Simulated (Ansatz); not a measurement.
CH4F2OSi: several calculations on one system

Part 1: Relaxation

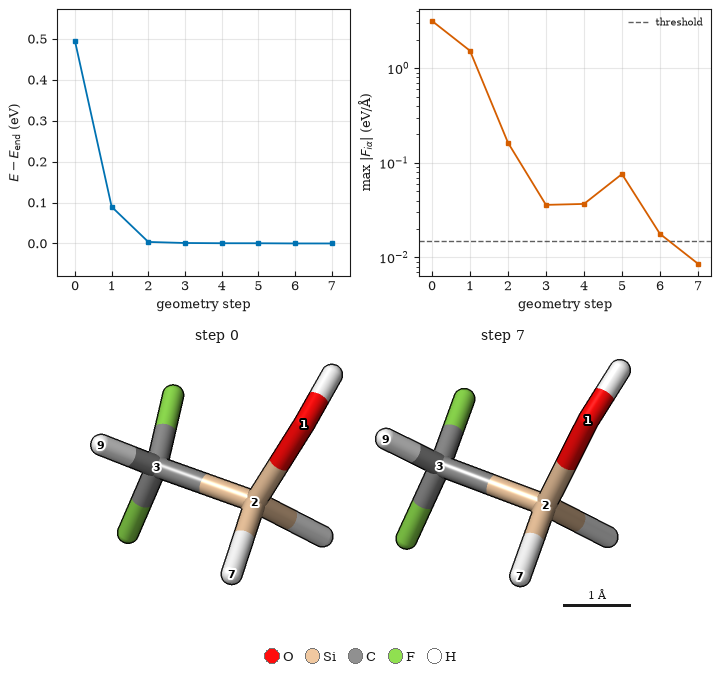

First and last geometry of a relaxation of CH₄F₂OSi, with the history of the run. Style: stick. Shown at a tilt.

The run prepares an end point of a later path (torsion) calculation, from a guessed geometry.

All numbers below come from Ansatz 0.2.0, RKS PBE0/6-31G. (no spin polarisation; force threshold 0.015 eV/Å; at most 40 steps)

> Did the run converge, and what did it change?

It converged. The atom that moves furthest after the best rigid fit is an H atom (0.19 Å). By element the largest moves are H 0.19 Å, F 0.17 Å, O 0.11 Å, Si 0.09 Å, C 0.06 Å. Among the contacts that change: C–Si 1.825 → 1.937 Å, O–Si 1.618 → 1.720 Å, H–Si 1.471 → 1.501 Å, C–F 1.392 → 1.413 Å. Among the angles between lasting bonds that change: O–Si–H 105.5° → 113.6°, H–Si–H 107.5° → 113.3°, F–C–F 102.2° → 107.9°. After 7 geometry steps the energy has fallen by 0.494 eV. Largest force component: 3.2 eV/Å at the start, 0.0086 eV/Å at the end.

Part 2: Relaxation

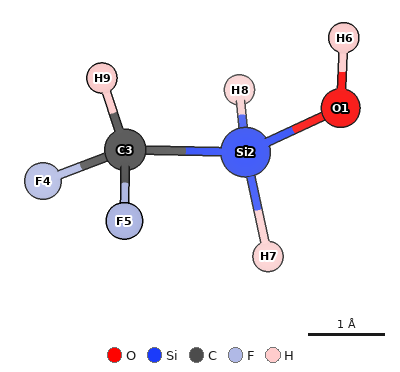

CH4F2OSi, before the relaxation. A ball-and-stick model, seen from a free direction.

The run prepares an end point of a later path (torsion) calculation, from a guessed geometry.

Computed with Ansatz 0.2.0, RKS PBE0/6-31G.

Input file:
```yaml
crystal:
  periodic: [false, false, false]
  atoms:
    - { symbol: O, position_ang: [-1.7507, 0.2854, 0.613] }
    - { symbol: Si, position_ang: [-0.5723, -0.483, -0.1853] }
    - { symbol: C, position_ang: [0.9977, 0.44, -0.2999] }
    - { symbol: F, position_ang: [2.02986, -0.3038, -0.90503] }
    - { symbol: F, position_ang: [0.87319, 1.52654, -1.16168] }
    - { symbol: H, position_ang: [-1.6718, 0.4712, 1.5545] }
    - { symbol: H, position_ang: [-1.0432, -0.8162, -1.5381] }
    - { symbol: H, position_ang: [-0.3694, -1.7487, 0.5364] }
    - { symbol: H, position_ang: [1.42387, 0.78141, 0.62422] }
basis:
  gaussian: { orbitals: "6-31G" }
hamiltonian:
  xc: pbe0
relax:
  f_tol: 0.015
  max_steps: 40
```

Command:
```bash
ansatz run input.yaml --threads 1 --pin off --max-ram 2048MiB --backend cpu --events-out ev --progress --plain --runs-dir out
```

Where does the relaxation end?

The atom that moves furthest after the best rigid fit is H6 (0.22 Å). Largest moves by element: H 0.22 Å, F 0.12 Å, O 0.09 Å, C 0.08 Å, Si 0.06 Å. Some distances before and after: Si2–C3 1.825 → 1.940 Å, O1–Si2 1.618 → 1.718 Å, Si2–H8 1.471 → 1.505 Å, C3–H9 1.073 → 1.093 Å. Bond angles that change, for instance: Si2–C3–F4 113.0° → 105.7°, O1–Si2–H8 105.5° → 112.2°, H7–Si2–H8 107.5° → 113.4°. After 6 geometry steps the energy has fallen by 0.502 eV. The largest force component goes from 3.1 to 0.0073 eV/Å. The run took 24 s on 1 thread of Arm Neoverse V1, on a shared host, peak memory 0.15 GiB.

History of the run:

```csv
step,"E − E(0), eV","largest force component, eV/Å"
0,0.0000,3.1494
1,-0.4093,1.5635
2,-0.4991,0.2644
3,-0.5015,0.0399
4,-0.5017,0.0161
5,-0.5019,0.0215
6,-0.5019,0.0073
```

The structure at the end:

```xyz
9

O    -1.8104    0.3548    0.6331
Si   -0.5833   -0.5382   -0.1728
C     1.0709    0.4650   -0.3171
F     1.9963   -0.4101   -0.9398
F     0.8941    1.5780   -1.1599
H    -1.8847    0.4570    1.5910
H    -1.0683   -0.7723   -1.5606
H    -0.2301   -1.8056    0.5583
H     1.5326    0.8244    0.6059
```

The end point in the same view:

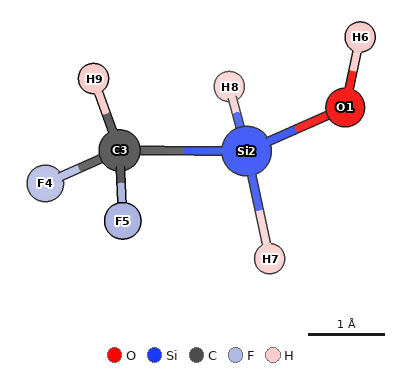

Part 3: Path

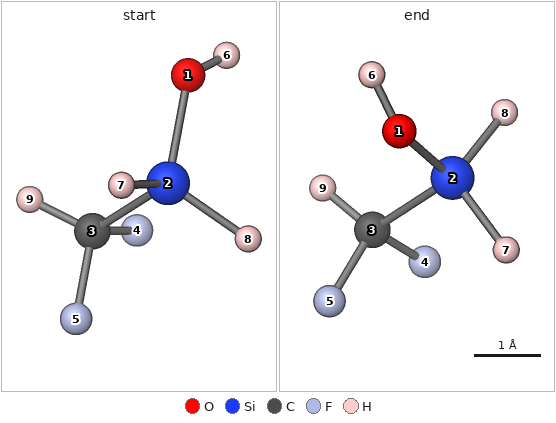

The two relaxed end points of a path for CH4F2OSi. The picture is a ball-and-stick view, seen from a free direction.

These are results of RKS PBE0/6-31G in Ansatz 0.2.0, not measurements.

Input file:
```yaml
crystal:
  periodic: [false, false, false]
  atoms:
    - { symbol: O, position_ang: [-1.809459, 0.37423, 0.58773] }
    - { symbol: Si, position_ang: [-0.582177, -0.568322, -0.162512] }
    - { symbol: C, position_ang: [1.055204, 0.458204, -0.291776] }
    - { symbol: F, position_ang: [1.534063, 0.71671, 1.014438] }
    - { symbol: F, position_ang: [2.009183, -0.349688, -0.951142] }
    - { symbol: H, position_ang: [-1.831304, 0.568035, 1.535076] }
    - { symbol: H, position_ang: [-1.076413, -0.856143, -1.540635] }
    - { symbol: H, position_ang: [-0.22008, -1.804469, 0.607334] }
    - { symbol: H, position_ang: [1.009583, 1.415243, -0.815613] }
basis:
  gaussian: { orbitals: "6-31G" }
hamiltonian:
  xc: pbe0
neb:
  order_check: false
  images: 5
  f_tol: 0.03
  max_iterations: 60
  initial_path: idpp
  final_atoms:
    - { symbol: O, position_ang: [-1.91391739, 0.38269786, 0.1473853] }
    - { symbol: Si, position_ang: [-0.51611269, -0.61103989, 0.04096199] }
    - { symbol: C, position_ang: [1.10311125, 0.43283484, -0.187194] }
    - { symbol: F, position_ang: [2.16557326, -0.50573447, -0.19657293] }
    - { symbol: F, position_ang: [1.09116838, 1.08470198, -1.43439561] }
    - { symbol: H, position_ang: [-2.20258839, 0.85198805, 0.94108689] }
    - { symbol: H, position_ang: [-0.67319855, -1.43753154, -1.18714424] }
    - { symbol: H, position_ang: [-0.30356094, -1.42770245, 1.28739141] }
    - { symbol: H, position_ang: [1.33812506, 1.18358561, 0.57138119] }
```

Command:
```bash
ansatz run input.yaml --threads 1 --pin off --max-ram 2048MiB --backend cpu --events-out ev --progress --plain --runs-dir out
```

Question: What barrier does the band find between them, and by what path?

Answer: The highest point, image 4, lies 2.54 kcal/mol above the start and 0.93 kcal/mol above the end; the end is at +1.61 kcal/mol relative to the start. The motion is a rotation about the Si2–C3 bond by about 115°. No bond forms or breaks between the ends. Bond angles that change up to the highest image, for instance: Si2–C3–H9 117.5° → 115.2°, Si2–C3–F5 107.4° → 109.5°. The band is converged. At the top, the vibrational analysis gives one imaginary mode (67i cm⁻¹), as a transition state must have.

Energies of the converged images:

| image | path (Å) | E (kcal/mol) |
| --- | --- | --- |
| 0 | 0.00 | 0.00 |
| 1 | 0.51 | 0.37 |
| 2 | 1.03 | 1.28 |
| 3 | 1.54 | 2.18 |
| 4 | 2.05 | 2.54 |
| 5 | 2.78 | 2.07 |
| 6 | 3.51 | 1.61 |

The geometry at the top of the path:

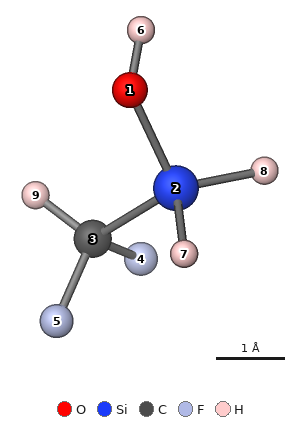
